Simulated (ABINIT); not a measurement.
## KF (Carobbiite): changed settings of a GW run in ABINIT

A base run on KF (Carobbiite), then changed inputs.

Method: PBE and many-body steps on it, plane waves, in ABINIT 10.8.3.

## 1. The starting structure

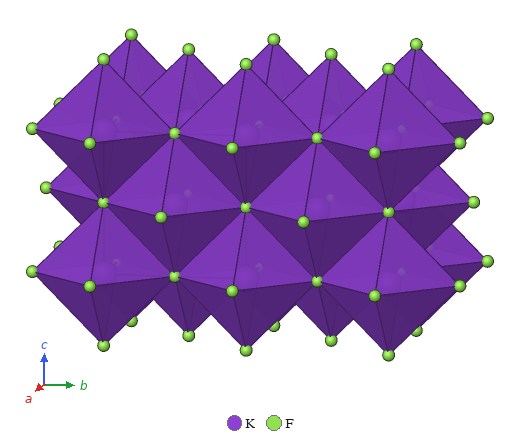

Start, viewed slightly off an axis; potassium purple, fluorine green. 1×2×1 cells are drawn. This picture shows the conventional cell, with its axes. Some periodic images of atoms are drawn too.

The cell and positions come from the Crystallography Open Database and are kept as given unless a step says otherwise.

## 2. Screening, 6×6×6 mesh, 167 bands, screening to 228.6 eV

This step: ABINIT 10.8.3; RPA screening on PBE, plane waves, norm-conserving pseudopotentials.

The RPA dielectric matrix is built and inverted for each q.

File run.abi:

```
acell 3*1.0 Angstrom
rprim 
  -0.000000000000 2.671850000000 2.671850000000
  2.671850000000 -0.000000000000 2.671850000000
  2.671850000000 2.671850000000 0.000000000000
ntypat 2
znucl 19 9
natom 2
typat 1 2
xred 
  0.000000000000 0.000000000000 0.000000000000
  0.500000000000 0.500000000000 0.500000000000
pp_dirpath "pseudos"
pseudos "K.upf, F.upf"
ecut 36
ngkpt 6 6 6
nshiftk 1
shiftk 0 0 0
kptopt 1
chksymbreak 0
istwfk *1
occopt 1
irdwfk 1
optdriver 3
nband 167
ecuteps 8.4
inclvkb 2
awtr 1
symchi 1
indata_prefix "in"
outdata_prefix "out"
tmpdata_prefix "tmp"
```

Started as:

```bash
OMP_NUM_THREADS=1 mpirun -n 4 abinit run.abi > log
```

Output:

```text
.Version 10.8.3 of ABINIT. v10.8.2 released Aug 2026.

 Symmetries : space group Fm -3 m (#225); Bravais cF (face-center cubic)
[... echo of the input left out ...]
== DATASET  1 ==================================================================
-   mpi_nproc: 4, omp_nthreads: 1 (-1 if OMP is not activated)

--- !DatasetInfo
iteration_state: {dtset: 1, }
dimensions: {natom: 2, nkpt: 16, mband: 167, nsppol: 1, nspinor: 1, nspden: 1, mpw: 2685, }
cutoff_energies: {ecut:  36.0, pawecutdg:  -1.0, }
electrons: {nelect:   1.60000000E+01, charge:   0.00000000E+00, occopt:   1.00000000E+00, tsmear:   1.00000000E-02, }

 SCREENING: Calculation of the susceptibility and dielectric matrices

 Based on a program developped by R.W. Godby, V. Olevano, G. Onida, and L. Reining.
 Incorporated in ABINIT by V. Olevano, G.-M. Rignanese, and M. Torrent.
.Using double precision arithmetic ; gwpc =  8

[... cell and pseudopotentials left out ...]
--------------------------------------------------------------------------------

 ==== K-mesh for the wavefunctions ====
 Number of points in the irreducible wedge :    16
[... list of points left out ...]
 Together with 48 symmetry operations and time-reversal symmetry
 yields   216 points in the full Brillouin Zone.

 ==== Q-mesh for the screening function ====
 Number of points in the irreducible wedge :    16
[... list of points left out ...]
 Together with 48 symmetry operations and time-reversal symmetry
 yields   216 points in the full Brillouin Zone.

 setmesh: FFT mesh size selected  =    30x   30x   30
          total number of points  =        27000

 vcoul_init : cutoff-mode = AUXILIARY_FUNCTION
 q-points for optical limit:   1
     1)      0.000010    0.000020    0.000030

- screening: taking advantage of time-reversal symmetry
- Maximum band index for partially occupied states nbvw = 8
- Remaining bands to be divided among processors   nbcw = 159
- Number of bands treated by each node ~39

 Number of electrons calculated from density =   16.0000; Expected =   16.0000
 average of density, n =  0.062152
 r_s =    1.5661
 omega_plasma =   24.0483 [eV]

 calculating chi0 at frequencies [eV] :
  1    0.000000E+00    0.000000E+00
  2    0.000000E+00    2.404829E+01

--------------------------------------------------------------------------------
  q-point number  1        q = ( 0.000000, 0.000000, 0.000000) [r.l.u.]
--------------------------------------------------------------------------------
[... chi0 elements left out ...]
 For q-point:  0.000010 0.000020 0.000030
  dielectric constant =   1.8939
  dielectric constant without local fields =   2.1057

  Average fulfillment of the sum rule on Im[epsilon] for q-point    1 :     77.39  [%]
[... wings left out ...]
  q-point number  2        q = ( 0.166667, 0.000000, 0.000000) [r.l.u.]
--------------------------------------------------------------------------------
[... chi0 elements left out ...]
  Average fulfillment of the sum rule on Im[epsilon] for q-point    2 :     85.16  [%]

 [... 14 further q-points ...]
```

Elapsed: 3.4 min, on 4 MPI ranks of Arm Neoverse V2, shared host; peak memory 1.9 GiB; 14 min of CPU time.

Numbers from this step:

```yaml
eps_infinity_with_local_fields_on_this_mesh_along_the_program_s_q_direction: 1.894
the_same_without_local_fields: 2.106
plasma_frequency: 24.05 eV
plane_waves_in_the_screening_matrix: 307
```

Local fields lower ε∞ by 10 %.

## 3. Base

The self-energy is evaluated for the states that the input lists, and the levels follow from it, in one-shot runs by the linearised quasiparticle equation.

This step: G0W0 on PBE, plane waves, norm-conserving pseudopotentials.

run.abi: that of step 2 with these lines changed.

```diff
@@ -23,8 +23,15 @@
 irdwfk 1
-optdriver 3
+optdriver 4
 nband 167
+gwcalctyp 0
+ecutsigx 36
+symsigma 1
+nkptgw 1
+kptgw 
+  0.0000000000 0.0000000000 0.0000000000
+bdgw 
+  6 12
 ecuteps 8.4
-inclvkb 2
-awtr 1
-symchi 1
+irdscr 1
+ppmodel 1
 indata_prefix "in"
```

Output:

```text
.Version 10.8.3 of ABINIT. v10.8.2 released Aug 2026.

 Symmetries : space group Fm -3 m (#225); Bravais cF (face-center cubic)
[... echo of the input left out ...]
== DATASET  1 ==================================================================
-   mpi_nproc: 4, omp_nthreads: 1 (-1 if OMP is not activated)

--- !DatasetInfo
iteration_state: {dtset: 1, }
dimensions: {natom: 2, nkpt: 16, mband: 167, nsppol: 1, nspinor: 1, nspden: 1, mpw: 2685, }
cutoff_energies: {ecut:  36.0, pawecutdg:  -1.0, }
electrons: {nelect:   1.60000000E+01, charge:   0.00000000E+00, occopt:   1.00000000E+00, tsmear:   1.00000000E-02, }

 SIGMA: Calculation of the GW corrections

 Based on a program developped by R.W. Godby, V. Olevano, G. Onida, and L. Reining.
 Incorporated in ABINIT by V. Olevano, G.-M. Rignanese, and M. Torrent.
.Using double precision arithmetic ; gwpc =  8

[... cell and pseudopotentials left out ...]
--------------------------------------------------------------------------------

 ==== K-mesh for the wavefunctions ====
 Number of points in the irreducible wedge :    16
[... list of points left out ...]
 Together with 48 symmetry operations and time-reversal symmetry
 yields   216 points in the full Brillouin Zone.

 ==== Q-mesh for screening function ====
 Number of points in the irreducible wedge :    16
[... list of points left out ...]
 Together with 48 symmetry operations and time-reversal symmetry
 yields   216 points in the full Brillouin Zone.

 vcoul_init : cutoff-mode = AUXILIARY_FUNCTION
 q-points for optical limit:   1
     1)      0.000010    0.000020    0.000030
 setmesh: FFT mesh size selected  =    40x   40x   40
          total number of points  =        64000

 Number of electrons calculated from density =   16.0000; Expected =   16.0000
 average of density, n =  0.062152
 r_s =    1.5661
 omega_plasma =   24.0483 [eV]

 === KS Band Gaps ===
  >>>> For spin  1
   Minimum direct gap =   6.1994 [eV], located at k-point      :   0.0000  0.0000  0.0000
   Fundamental gap    =   6.1994 [eV], Top of valence bands at :   0.0000  0.0000  0.0000
                                       Bottom of conduction at :   0.0000  0.0000  0.0000
 SIGMA fundamental parameters:
 PLASMON POLE MODEL  1
 number of plane-waves for SigmaX                 2685
 number of plane-waves for SigmaC and W            307
 number of plane-waves for wavefunctions          2685
 number of bands                                   167
 number of independent spin polarizations            1
 number of spinorial components                      1
 number of k-points in IBZ                          16
 number of q-points in IBZ                          16
 number of symmetry operations                      48
 number of k-points in BZ                          216
 number of q-points in BZ                          216
 number of frequencies for dSigma/dE                 9
 frequency step for dSigma/dE [eV]                0.25
 number of omega for Sigma on real axis              0
 max omega for Sigma on real axis  [eV]           0.00
 zcut for avoiding poles [eV]                     0.10

 EPSILON^-1 parameters (SCR file):
 dimension of the eps^-1 matrix on file            307
 dimension of the eps^-1 matrix used               307
 number of plane-waves for wavefunctions          2685
 number of bands                                   167
 number of q-points in IBZ                          16
 number of frequencies                               2
 number of real frequencies                          1
 number of imag frequencies                          1

 matrix elements of self-energy operator (all in [eV])

 Perturbative Calculation

--- !SelfEnergy_ee
iteration_state: {dtset: 1, }
kpoint     : [   0.000,    0.000,    0.000, ]
spin       : 1
KS_gap     :    6.199
QP_gap     :    9.630
Delta_QP_KS:    3.430
data: !SigmaeeData |
     Band     E0 <VxcDFT>   SigX SigC(E0)      Z dSigC/dE  Sig(E)    E-E0       E
        6   0.131 -21.899 -29.568   4.656   0.806  -0.241 -24.327  -2.428  -2.297
        7   0.131 -21.899 -29.568   4.656   0.806  -0.241 -24.327  -2.428  -2.297
        8   0.131 -21.899 -29.568   4.656   0.806  -0.241 -24.327  -2.428  -2.297
        9   6.330  -7.969  -4.027  -2.825   0.897  -0.114  -6.967   1.003   7.333
       10  10.825 -10.841  -4.975  -3.180   0.890  -0.123  -8.450   2.391  13.215
       11  10.825 -10.841  -4.975  -3.180   0.890  -0.123  -8.450   2.391  13.215
       12  10.825 -10.841  -4.975  -3.180   0.890  -0.123  -8.450   2.391  13.215

== END DATASET(S) ==============================================================
================================================================================

 -outvars: echo values of variables after computation  --------
           etotal      0.0000000000E+00
            nband         167
             nkpt          16
          spgroup         225
 [... the other variables as echoed above ...]

 Calculation completed.
```

Wall time 20 s (4 MPI ranks); peak memory 1.9 GiB; 78 s of CPU time.

Numbers from this step:

```
G0W0 gap on the points computed              : 9.63 eV
starting gap on the mesh                     : 6.199 eV
k of the valence top                         : 0, 0, 0
k of the conduction bottom                   : 0, 0, 0
Z at the valence top                         : 0.806
Z at the conduction bottom                   : 0.897
least direct G0W0 gap on the computed points : 9.63 eV
```

The gap on the mesh goes from 6.20 eV to 9.63 eV, a correction of +3.43 eV.

## 4. Coulomb singularity

run.abi: that of step 3 with these lines changed.

```diff
@@ -36,2 +36,3 @@
 ppmodel 1
+gw_icutcoul 7
 indata_prefix "in"
```

Output:

```text
.Version 10.8.3 of ABINIT. v10.8.2 released Aug 2026.

 Symmetries : space group Fm -3 m (#225); Bravais cF (face-center cubic)
[... echo of the input left out ...]
== DATASET  1 ==================================================================
-   mpi_nproc: 4, omp_nthreads: 1 (-1 if OMP is not activated)

--- !DatasetInfo
iteration_state: {dtset: 1, }
dimensions: {natom: 2, nkpt: 16, mband: 167, nsppol: 1, nspinor: 1, nspden: 1, mpw: 2685, }
cutoff_energies: {ecut:  36.0, pawecutdg:  -1.0, }
electrons: {nelect:   1.60000000E+01, charge:   0.00000000E+00, occopt:   1.00000000E+00, tsmear:   1.00000000E-02, }

 SIGMA: Calculation of the GW corrections

 Based on a program developped by R.W. Godby, V. Olevano, G. Onida, and L. Reining.
 Incorporated in ABINIT by V. Olevano, G.-M. Rignanese, and M. Torrent.
.Using double precision arithmetic ; gwpc =  8

[... cell and pseudopotentials left out ...]
--------------------------------------------------------------------------------

 ==== K-mesh for the wavefunctions ====
 Number of points in the irreducible wedge :    16
[... list of points left out ...]
 Together with 48 symmetry operations and time-reversal symmetry
 yields   216 points in the full Brillouin Zone.

 ==== Q-mesh for screening function ====
 Number of points in the irreducible wedge :    16
[... list of points left out ...]
 Together with 48 symmetry operations and time-reversal symmetry
 yields   216 points in the full Brillouin Zone.

 vcoul_init : cutoff-mode = AUX_GB
 q-points for optical limit:   1
     1)      0.000010    0.000020    0.000030
 setmesh: FFT mesh size selected  =    40x   40x   40
          total number of points  =        64000

 Number of electrons calculated from density =   16.0000; Expected =   16.0000
[...]
number of q-points in BZ                          216
 number of frequencies for dSigma/dE                 9
 frequency step for dSigma/dE [eV]                0.25
 number of omega for Sigma on real axis              0
 max omega for Sigma on real axis  [eV]           0.00
 zcut for avoiding poles [eV]                     0.10

 EPSILON^-1 parameters (SCR file):
 dimension of the eps^-1 matrix on file            307
 dimension of the eps^-1 matrix used               307
 number of plane-waves for wavefunctions          2685
 number of bands                                   167
 number of q-points in IBZ                          16
 number of frequencies                               2
 number of real frequencies                          1
 number of imag frequencies                          1

 matrix elements of self-energy operator (all in [eV])

 Perturbative Calculation

--- !SelfEnergy_ee
iteration_state: {dtset: 1, }
kpoint     : [   0.000,    0.000,    0.000, ]
spin       : 1
KS_gap     :    6.199
QP_gap     :    9.631
Delta_QP_KS:    3.432
data: !SigmaeeData |
     Band     E0 <VxcDFT>   SigX SigC(E0)      Z dSigC/dE  Sig(E)    E-E0       E
        6   0.131 -21.899 -29.572   4.657   0.806  -0.241 -24.329  -2.430  -2.299
        7   0.131 -21.899 -29.572   4.657   0.806  -0.241 -24.329  -2.430  -2.299
        8   0.131 -21.899 -29.572   4.657   0.806  -0.241 -24.329  -2.430  -2.299
        9   6.330  -7.969  -4.027  -2.826   0.897  -0.114  -6.968   1.002   7.332
       10  10.825 -10.841  -4.975  -3.181   0.890  -0.123  -8.451   2.390  13.215
       11  10.825 -10.841  -4.975  -3.181   0.890  -0.123  -8.451   2.390  13.215
       12  10.825 -10.841  -4.975  -3.181   0.890  -0.123  -8.451   2.390  13.215

== END DATASET(S) ==============================================================
================================================================================

 -outvars: echo values of variables after computation  --------
           etotal      0.0000000000E+00
            nband         167
             nkpt          16
          spgroup         225
 [... the other variables as echoed above ...]

 Calculation completed.
```

Run time: 20 s. Hardware: 4 MPI ranks; peak memory 1.9 GiB.

Numbers from this step:

```yaml
g0w0_gap_on_the_points_computed: 9.631 eV
starting_gap_on_the_mesh: 6.199 eV
k_of_the_valence_top: 0, 0, 0
k_of_the_conduction_bottom: 0, 0, 0
z_at_the_valence_top: 0.806
z_at_the_conduction_bottom: 0.897
least_direct_g0w0_gap_on_the_computed_points: 9.631 eV
```

Against G0W0 in ABINIT (6×6×6 mesh, 167 bands, screening to 228.6 eV, Godby-Needs plasmon pole), the gap moves by +0.001 eV.

## 5. Side by side

Times are wall times on 4 MPI ranks of Arm Neoverse V2, shared host, good to a factor of about two. A run's time includes the screening step that it read.

| run | mesh | bands | screening cutoff (eV) | DFT gap (eV) | gap on the mesh (eV) | direct (eV) | ε∞ used | time |
| --- | --- | --- | --- | --- | --- | --- | --- | --- |
| base | 6×6×6 | 167 | 228.6 | 6.199 | 9.630 | 9.630 | 1.89 | 3.7 min |
| Coulomb singularity | 6×6×6 | 167 | 228.6 | 6.199 | 9.631 | 9.631 | 1.89 | 3.7 min |

## 6. What came out

| Item | Value |
| --- | --- |
| base | 9.630 eV |
| Coulomb singularity | 9.631 eV |
| known limits | not at the basis limit |

In words: Coulomb singularity: no change against base (keys changed: gw_icutcoul). Bands and cutoff are finite, so the gap is not at the basis limit. The miss can reach some tenths of an eV and take either sign; the mesh is an error of its own. In the G0W0 runs levels were corrected at 1 k point alone, so a gap called «on the mesh» is the least over those, and an edge elsewhere would be missed.

[Paths, hosts, dates, memory and timing lines, banners, echoed tables and standing remarks are left out of the program output.]

[Logs are printed without paths, hosts, clocks, repeated set-up lines and the standing remarks that a program may print on its own settings, such as how far it seeks lower states.]

[Runs of the session that timed out or met a known fault of the program may be left out.]

[Hosts, paths, dates, database ids (printed as entryN), source tags and the programs' standing remarks are cut or masked in the printed files.]

[G0W0 gaps are taken among the corrected bands and points alone; a level outside them can change the order at an edge.]

[Where Ansatz stands beside ABINIT at settings called matched, ABINIT's density can come from a denser mesh and the files from another edition; pairs whose starting gaps differed by over 0.03 eV were left out, so agreement reads better than it is.]
